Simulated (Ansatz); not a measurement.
Input file:

```
crystal:
  periodic: [false, false, false]
  atoms:
    - {symbol: Cl, position_ang: [-0.181652, -0.365146, -2.196818]}
    - {symbol: H, position_ang: [0.116302, 0.865528, -2.387593]}
    - {symbol: C, position_ang: [0.019036, -0.173850, 1.504617]}
    - {symbol: N, position_ang: [0.118567, 0.039985, 2.626026]}
    - {symbol: H, position_ang: [-0.072254, -0.366417, 0.453866]}
basis:
  gaussian: {orbitals: "def2-TZVPPD.json"}
hamiltonian: {xc: pbe0, dispersion: d4}
output: {orbitals: {seedname: orbitals}}
```

Run with:

```sh
ansatz run in.yaml --threads 2 --pin off --events-out ev --progress --plain --max-ram 5222MiB
```

Geometry: PBE0-D4/def2-TZVP.

All numbers below come from RKS PBE0-D4/def2-TZVPPD (Ansatz 0.2.0).

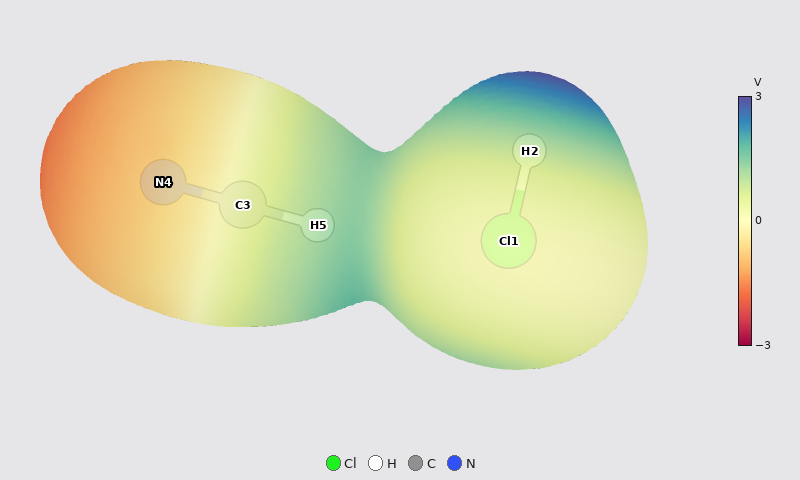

HCl···HCN. The molecular electrostatic potential painted on the density surface at 0.002 e/bohr³, seen across its widest extent; the colour scale runs from red (negative) to blue (positive).

Which sites attract a positive test charge, and which a negative one?

A positive charge is drawn to the negative regions and a negative charge to the positive ones. The most negative region (about −1.7 V, or −39 kcal/mol for a unit charge) lies over N4, the most positive (about +2.9 V, or +67 kcal/mol for a unit charge) over H2. Cl1 shows a σ-hole: about +1.2 V, or +28 kcal/mol for a unit charge at the tip opposite its bond, against about +0.3 V on its flanks. N4 is the likeliest acceptor of a hydrogen bond.
